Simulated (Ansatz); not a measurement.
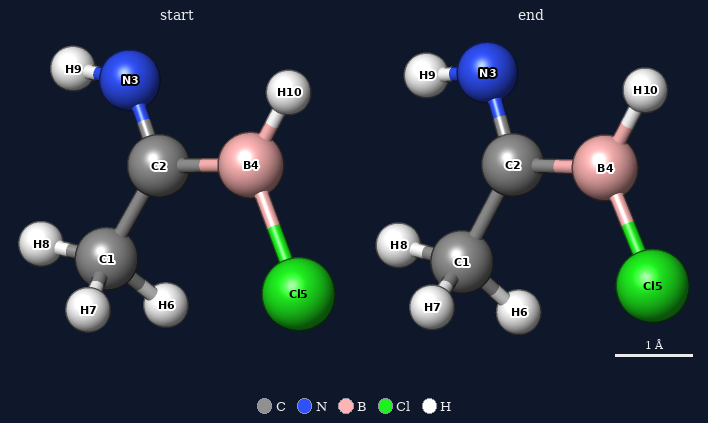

The structure of C₂H₅BClN (coarse preliminary run) before (left) and after (right) a relaxation, at one scale.

Style: ball-and-stick. Shown from a free direction.

The start comes from a force field.

Level of theory: RKS PBE-D4/def2-SVP in Ansatz 0.2.0.

Input
```yaml
crystal:
  periodic: [false, false, false]
  atoms:
    - {symbol: C, position_ang: [-0.959400, -0.647100, 0.119100]}
    - {symbol: C, position_ang: [0.383700, -0.049300, 0.197300]}
    - {symbol: N, position_ang: [1.187200, -0.488900, 1.057100]}
    - {symbol: B, position_ang: [0.911300, 1.136400, -0.747900]}
    - {symbol: Cl, position_ang: [-0.316900, 1.853000, -2.000700]}
    - {symbol: H, position_ang: [-1.734000, 0.171400, 0.468400]}
    - {symbol: H, position_ang: [-1.218700, -0.857700, -0.942500]}
    - {symbol: H, position_ang: [-1.079200, -1.504900, 0.713400]}
    - {symbol: H, position_ang: [0.976000, -1.229600, 1.768200]}
    - {symbol: H, position_ang: [1.933100, 1.565500, -0.629500]}
basis:
  gaussian: {orbitals: def2-SVP}
hamiltonian: {xc: pbe, dispersion: d4}
relax: {f_tol: 0.03, max_steps: 200}
```

Command:
```bash
ansatz run in.yaml --threads 4 --pin off --events-out ev --progress --plain --max-ram 10444MiB
```

Summarise the run.

The largest move after the best rigid fit is that of H6, 0.15 Å. Largest moves by element: H 0.15 Å, Cl 0.14 Å, N 0.13 Å, B 0.07 Å, C 0.05 Å. Some distances before and after: B4–Cl5 1.895 → 1.760 Å, B4–H10 1.115 → 1.210 Å, C1–H6 1.180 → 1.110 Å, C1–H8 1.050 → 1.109 Å. Among the angles between lasting bonds that change: C2–N3–H9 125.6° → 109.9°, C1–C2–N3 118.5° → 125.1°, N3–C2–B4 116.8° → 113.2°. Over 8 geometry steps the energy falls by 17.6 kcal/mol. The largest force component goes from 4.1 to 0.019 eV/Å. Cost: 17 s on 4 threads of Arm Neoverse N1, with other jobs on the host.
